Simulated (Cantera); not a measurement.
Charge: 1 mol Ti(OiPr)4, 0.22 mol C3H8, 7.8 mol H2, at 0.380 bar.

These are equilibrium values from Cantera (NASA tables, ideal gas, pure condensed phases), not measurements of a reactor. Candidate condensed phases: C, C6H6, C7H8, C8H18, H2O, Ti, TiC, TiO, TiO2, Ti2O3, Ti3O5, Ti4O7; 113 gas species. The feed counts by its element totals alone. Mutual solubility and eutectic melting of coexisting phases are not modelled. TiC: taken at fixed stoichiometry. Condensed phases not in the tables: Magnéli phases beyond Ti4O7. Equilibrium is a limit: real reactors are often held back by kinetics, nucleation or transport.

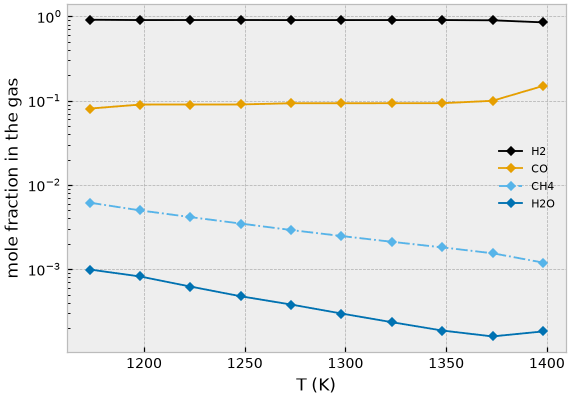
*Equilibrium gas composition (values under 1e-9 drawn at 1e-9)*

Task: Read off the mole fractions at 1198 K.

Result: H2 about 0.90, CO about 0.090, CH4 about 0.0050, H2O about 0.00082.
